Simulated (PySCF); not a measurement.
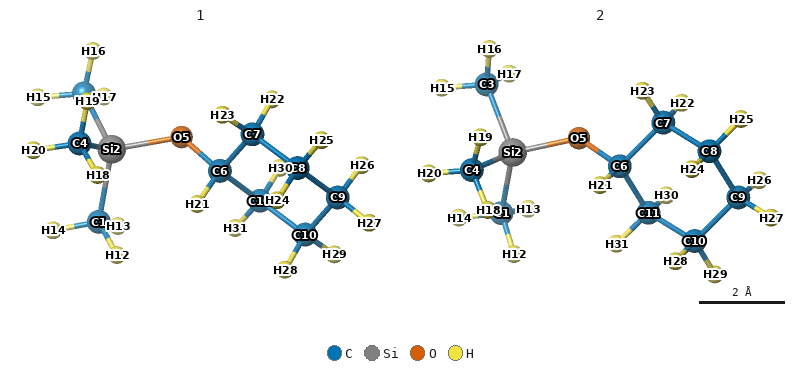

Two geometries of C₉H₂₀OSi, drawn at one scale. One is the start of a relaxation, the other its converged end. A ball-and-stick model, seen at a tilt.

Computed with PBE0-D3(BJ)/def2-SVP geometry optimisation, gas phase in PySCF 2.14.0, density-fitted response routines. 

**Which of the two is the end point?**

Structure 1 is the relaxed one. The start comes from GFN2-xTB. Its atoms were then displaced at random by about 0.01 Å. After 14 geometry steps the energy has fallen by 38.8 kJ/mol. The largest move after the best rigid fit is that of H31, 0.95 Å. By element the largest moves are H 0.95 Å, C 0.66 Å, O 0.17 Å, Si 0.08 Å. Near-neighbour distances that change, for instance: C4–H20 1.029 → 1.102 Å, Si2–O5 1.626 → 1.678 Å, C1–H14 1.051 → 1.102 Å, Si2–C4 1.926 → 1.878 Å. Bond angles that change, for instance: Si2–O5–C6 130.9° → 124.5°, C1–Si2–O5 113.4° → 109.8°, H13–C1–H14 111.2° → 107.9°. Groups turn about O5–C6 by about 25°.
